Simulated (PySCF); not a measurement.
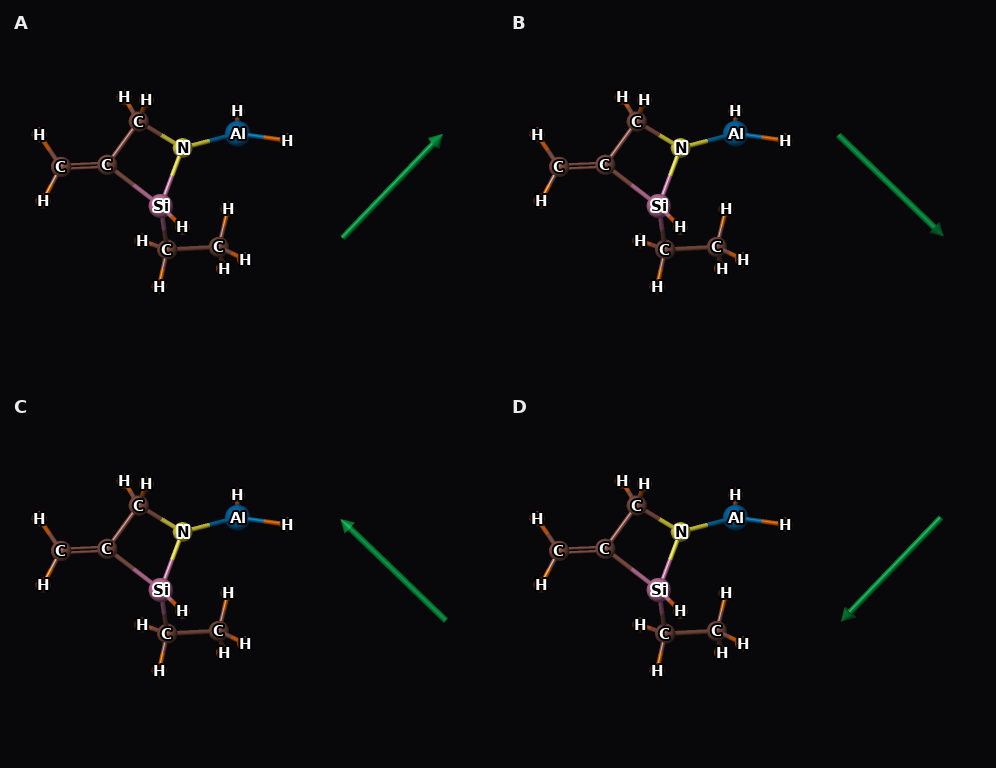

The same molecule four times, each with an arrow. Computed geometry: GFN2-xTB optimisation. No frequency run is at hand to confirm it as a minimum. Level of theory: PBE0/pcSseg-1, gas phase (PySCF 2.14.0).

> Which arrow points along the dipole moment, from the negative to the positive end?

D. The dipole moment is 1.61 D.

The geometry is semi-empirical. Around Al, Si such bond lengths and angles can be off by a tenth of an ångström or more and by several degrees, and values that hang on the shape move with them.
